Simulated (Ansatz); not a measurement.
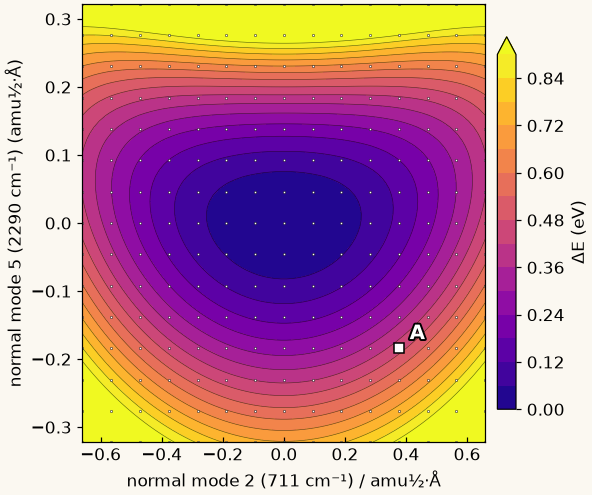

FGeH2, SMILES [F][GeH2+], charge +1. Coordinates scanned: (1) normal mode 2 (711 cm⁻¹); (2) normal mode 5 (2290 cm⁻¹). Nothing is relaxed (straight displacements along the two mass-weighted modes). Grid: 15 × 15 points; 120 points were computed and 105 follow by symmetry. Points are written as (first, second). All energies are given in eV relative to the lowest grid point. Level of theory: RHF-MP2, frozen core/def2-TZVP in Ansatz 0.2.0.

Drawn: filled contours, dots at the grid points, one colour for all values above the top of the scale, the point A. Between grid points the surface is interpolated.

### Which way does the force act at A, and how strong is it?

A, at (0.377 amu½·Å, −0.184 amu½·Å), is not a stationary point. The computed force is 0.99 eV for each amu½·Å towards smaller values of normal mode 2 (711 cm⁻¹) and 2.8 eV for each amu½·Å towards larger values of normal mode 5 (2290 cm⁻¹).
